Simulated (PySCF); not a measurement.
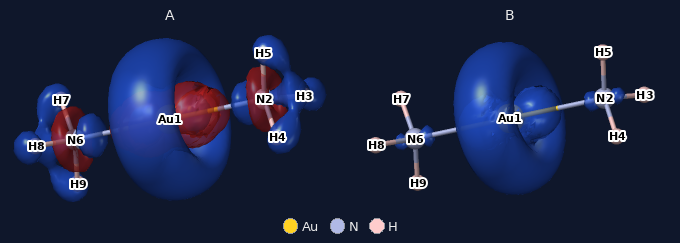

*[Au(NH3)2]+ (AuH6N2, charge +1). The Fukui function f⁻ from two separate SCF calculations and the density of the HOMO, at ±0.03 e/Å³ (blue positive, red negative).*

Method: TPSS/def2-TZVP; geometry: GFN2-xTB; program: PySCF. Core potentials replace the inner electrons of Au; spin–orbit coupling isn't included. This is a single-reference result, which may miss multireference character in this system. No frequency check shows the geometry to be a minimum. GFN2-xTB bond lengths at metals and heavier atoms can be off by up to 0.1 Å and shapes distorted, which carries into these values.

> Which panel is which, and how good is the frozen-orbital picture?

A is f⁻ (it has negative regions), B the HOMO density. The HOMO lies on Au1 (90 %); f⁻ (Hirshfeld-condensed) is largest on Au1 (0.66); the vertical ionisation energy is 14.76 eV (the stability of the dication's solution wasn't checked). Relaxation shifts 24 % of the electron between atoms. The orbital energy is −11.14 eV.
